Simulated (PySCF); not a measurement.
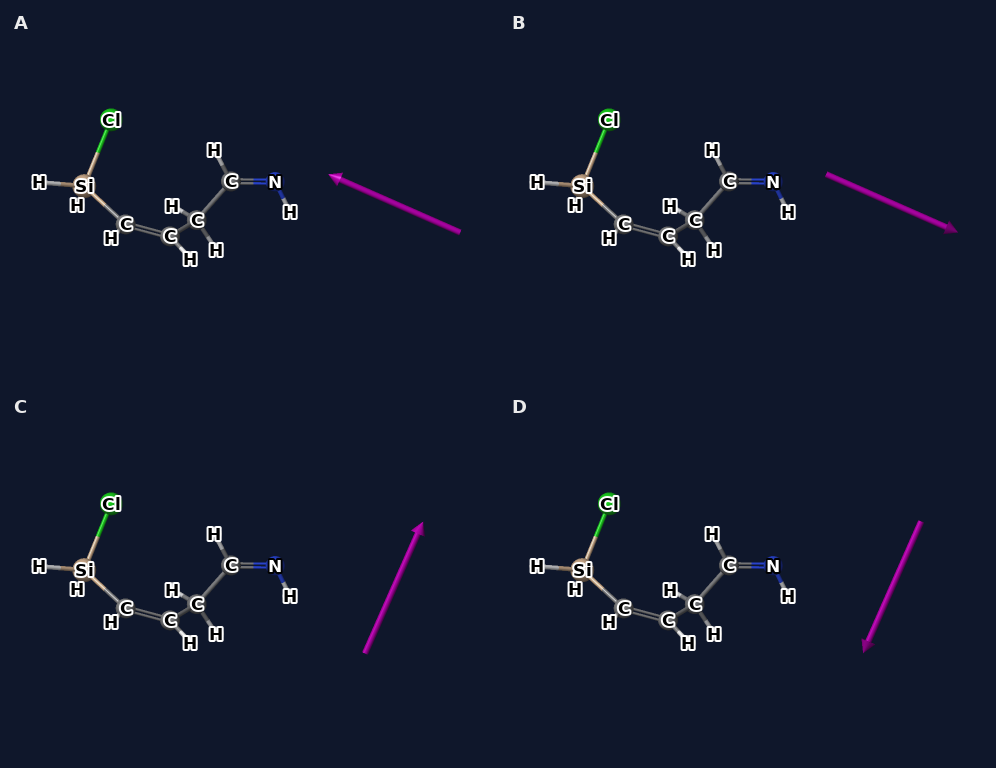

The same molecule four times, each with an arrow. The geometry was computed by an optimisation with GFN2-xTB. No frequency run is at hand to confirm it as a minimum. Properties computed with PBE0/pcSseg-1, gas phase (PySCF 2.14.0).

Question: Which arrow points along the dipole moment, from the negative to the positive end?

Answer: D. The dipole moment is 3.41 D.

The geometry is semi-empirical. Around Si such bond lengths and angles can be off by a tenth of an ångström or more and by several degrees, and values that hang on the shape move with them.
